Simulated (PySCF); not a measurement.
BrFH₃PSi, SMILES `F[SiH](P)Br`.

Method: def2-SVP basis; geometry: GFN2-xTB; program: PySCF. No frequency check shows the geometry to be a minimum. GFN2-xTB bond lengths at metals and heavier atoms can be off by up to 0.1 Å and shapes distorted, which carries into these values.

Coordinates in Å:

```
F1       0.5747   -1.8884   -0.4441
Si2      0.5240   -0.5447    0.4401
P3       2.1493    0.9071   -0.0509
Br4     -1.4398    0.3240   -0.0518
H5       0.4849   -1.0201    1.8062
H6       3.1452   -0.0535    0.0293
H7       2.0152    0.7494   -1.4232
```

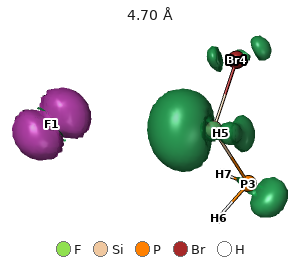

Rigid stretch of the F1–Si2 bond. Broken-symmetry UHF spin density at ±0.03 e/Å³ (green: α, purple: β).

How does the broken-symmetry solution share the spin, and how far is it from a pure singlet?

At 4.70 Å excess α spin lies mostly on Si2 and excess β on F1; the two could be swapped at no cost. ⟨S²⟩ is 1.01 at 4.70 Å, against 0 for a pure singlet and 1 for an equal mix of singlet and triplet.

Where does the UHF solution part from RHF?

Between 2.27 Å (⟨S²⟩ = 0, the two coincide) and 2.60 Å (⟨S²⟩ = 0.65); at 4.70 Å ⟨S²⟩ is 1.01 and UHF lies 4.4 eV below RHF.

How much energy does the stretch cost?

By CASSCF, 5.3 eV from the lowest point of the scan (1.68 Å) to 4.70 Å; RHF gives 9.0 eV from its own lowest point. The fragments aren't relaxed and dynamic correlation is missing, so this isn't a bond dissociation energy.
